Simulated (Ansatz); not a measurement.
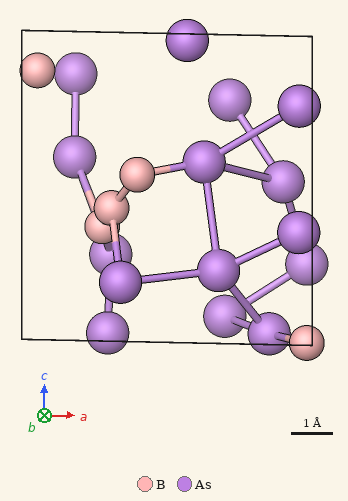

Starting frame of a dynamics run of an amorphous cell of composition BAs3 (20 atoms in the cell). The picture is a ball-and-stick view of the simulation cell, seen along the b axis. Bonds to atoms that aren't drawn are left out.

Method: DFT PBE, scalar-relativistic, plane waves, PAW (Ansatz).

The input:
```yaml
crystal:
  lattice:
    - [7.115002, 0.121684, -0.076226]
    - [0.121684, 7.457979, 0.065573]
    - [-0.076226, 0.065573, 7.560504]
  atoms:
    - { symbol: B, position: [0.0497891401, 0.5030330182, 0.8674880822] }
    - { symbol: B, position: [0.3048120941, 0.495074859, 0.4272211246] }
    - { symbol: B, position: [0.9764424535, 0.3323240671, 0.0038389554] }
    - { symbol: B, position: [0.3933212824, 0.3411829044, 0.5367580453] }
    - { symbol: B, position: [0.2726238101, 0.6874441682, 0.3672792272] }
    - { symbol: As, position: [0.6729108162, 0.4183090982, 0.2320541464] }
    - { symbol: As, position: [0.9488668749, 0.322039578, 0.3604248154] }
    - { symbol: As, position: [0.694466125, 0.9183432984, 0.0844761618] }
    - { symbol: As, position: [0.8471818628, 0.6179575847, 0.0309336093] }
    - { symbol: As, position: [0.9507385981, 0.2672662205, 0.7698502312] }
    - { symbol: As, position: [0.6234824331, 0.4134093352, 0.5823582427] }
    - { symbol: As, position: [0.1816354343, 0.991794533, 0.8588910345] }
    - { symbol: As, position: [0.2914613367, 0.7258208328, 0.0227295666] }
    - { symbol: As, position: [0.9766909652, 0.92093421, 0.2590823749] }
    - { symbol: As, position: [0.3357017787, 0.3233701576, 0.1875159142] }
    - { symbol: As, position: [0.1779081782, 0.8821486426, 0.5899796128] }
    - { symbol: As, position: [0.3020288358, 0.9708620217, 0.276958264] }
    - { symbol: As, position: [0.8953576543, 0.6838461626, 0.5236402413] }
    - { symbol: As, position: [0.7117039815, 0.8317121012, 0.784503906] }
    - { symbol: As, position: [0.5654054589, 0.2693005781, 0.9747039432] }
  symmetry: { detect: false }
basis:
  ecutwfc: 420
  xc_grid: 1
kpoints:
  mp_grid: { grid: [1, 1, 1], shift: [0.25, 0.25, 0.25] }
hamiltonian:
  xc: pbe
scf:
  occupations: { method: fermi_dirac, width: 0.3447 }
  lower_state_search: "off"
  convergence: { dr2_threshold: 1.0e-05 }
output:
  forces: true
  stress: true
md:
  timestep: 1.5
  n_steps: 53
  ensemble: nvt_langevin
  friction: 0.005
  temperature: 4000.0
  initial_velocities: maxwell_boltzmann
  seed: 88238
```

Run as
```bash
ansatz run input.yaml --threads 2 --pin off --max-ram 5120MiB --backend cpu --events-out ev --progress --plain --runs-dir out
```

> What does the trajectory do?

The mean temperature in the second half is 3665 K (standard deviation 460 K). The potential energy is still drifting at the end, so the run hasn't reached equilibrium. The potential energy in the second half lies on average 101 meV per atom below the first frame. The mean pressure there is 8.7 GPa. In the second half of the run the atoms are, in the root-mean-square, this far from where they began (common drift taken out): B 1.07 Å, As 0.56 Å. That is already a fair part of the typical shortest distance between atoms in the first frame, about 2.2 Å and still growing, as in a liquid, though 80 fs is too short to measure diffusion. Bond changes: 3 As–B bonds break between 34 fs and 51 fs; 3 As–B bonds form between 40 fs and 60 fs; one B–B bond forms at about 48 fs; one As–As bond breaks at about 78 fs.

Along the run (each row but the first and the last is the mean over the interval that it begins):

```json
{"time (fs)": "0.0", "potential energy (meV/atom)": "0.0", "T (K)": "3800", "p (GPa)": "11.8"}
{"time (fs)": "12.0", "potential energy (meV/atom)": "24.4", "T (K)": "3723", "p (GPa)": "9.7"}
{"time (fs)": "24.0", "potential energy (meV/atom)": "-11.3", "T (K)": "3227", "p (GPa)": "8.1"}
{"time (fs)": "36.0", "potential energy (meV/atom)": "-17.7", "T (K)": "3173", "p (GPa)": "8.9"}
{"time (fs)": "48.0", "potential energy (meV/atom)": "-43.9", "T (K)": "3251", "p (GPa)": "9.0"}
{"time (fs)": "60.0", "potential energy (meV/atom)": "-144.1", "T (K)": "4005", "p (GPa)": "8.1"}
{"time (fs)": "72.0", "potential energy (meV/atom)": "-177.1", "T (K)": "4264", "p (GPa)": "8.4"}
```

The paths of the atoms:

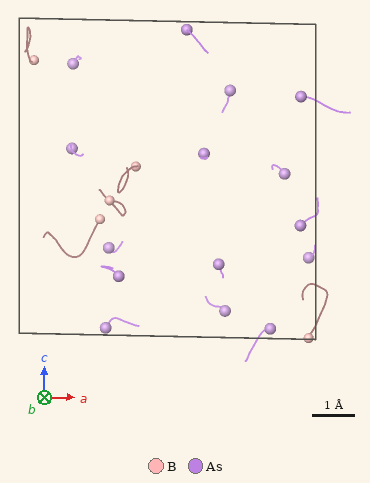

Limits of the set-up: the periodic images lie only 7.1 Å apart, so the values are limited by the cell's size.
